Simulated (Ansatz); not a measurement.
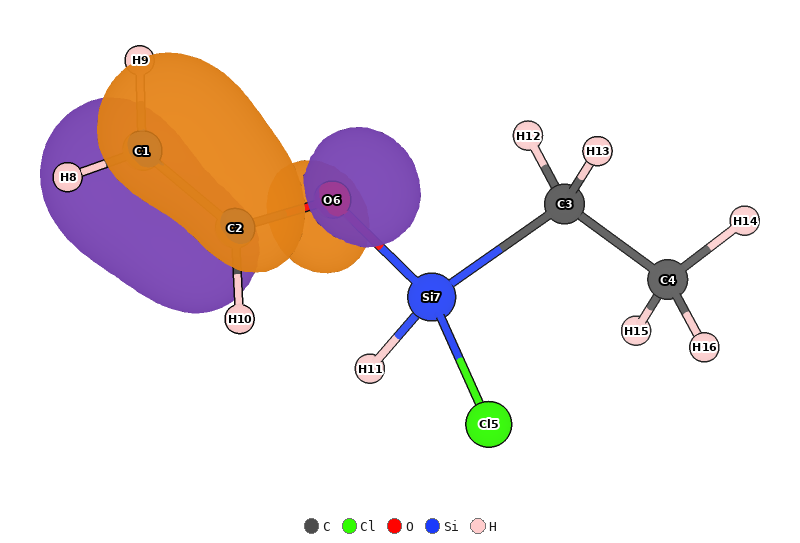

The picture shows: C$_{4}$H$_{9}$ClOSi. The HOMO at ±0.15 Å⁻³ᐟ² (orange and purple are the two phases), seen at a tilt.

Geometry: PBE-D3(BJ)/def2-SVP.

Computed with isolated molecule in a Gaussian basis; Kohn-Sham density functional theory, functional PBE0 (Ansatz 0.2.0).

```tsv
atom	x (Å)	y (Å)	z (Å)
C	3.3313	-1.0755	2.5128
C	2.5475	-0.5010	1.5860
C	-0.8542	-1.7432	-0.5094
C	-1.7212	-1.4562	-1.7428
Cl	0.3285	1.2846	-0.4689
O	1.5059	-1.1599	0.9925
Si	0.7388	-0.7665	-0.4546
H	4.1363	-0.4923	2.9795
H	3.1768	-2.1199	2.8214
H	2.6811	0.5514	1.2716
H	1.6554	-1.0205	-1.6145
H	-0.5748	-2.8186	-0.4522
H	-1.4020	-1.5187	0.4312
H	-2.6576	-2.0493	-1.7264
H	-1.1906	-1.7039	-2.6854
H	-2.0028	-0.3849	-1.7943
```

Question: What is the character of this orbital?

Answer: Its weight (Hirshfeld) is mainly on C1 (about 40 %), C2 (about 25 %) and O6 (about 20 %); π-bonding across C1–C2. Its energy is −6.99 eV.
